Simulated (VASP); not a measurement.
Band structure of SnPbSe$_{2}$ (space group R-3m). All values below come from LDA (Ceperley-Alder, Perdew-Zunger), VASP's LDA PAW potentials (set 64) (plane waves; VASP).

Unless said otherwise, spin-orbit coupling is left out, though it shifts the bands of the heavy elements here.

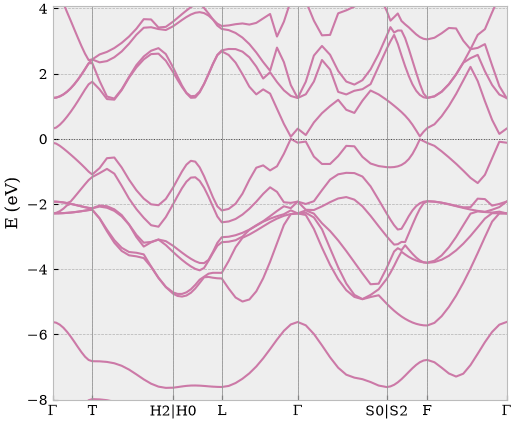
*Bands along high-symmetry lines, zero at the valence-band maximum or, without a gap, the Fermi level*

Task: Read the plot: is there a gap, and where are the band edges?

Result: The gap is direct, 0.07 eV, from the valence maximum at L-Γ at 0.91 to the conduction minimum at L-Γ at 0.91. (Edges off the drawn lines would not show.)

The structure comes from a computed database's SnPbSe2 entry (R-3m); how it stands against other phases isn't given here. It was relaxed first, which changed the volume by -7 %.
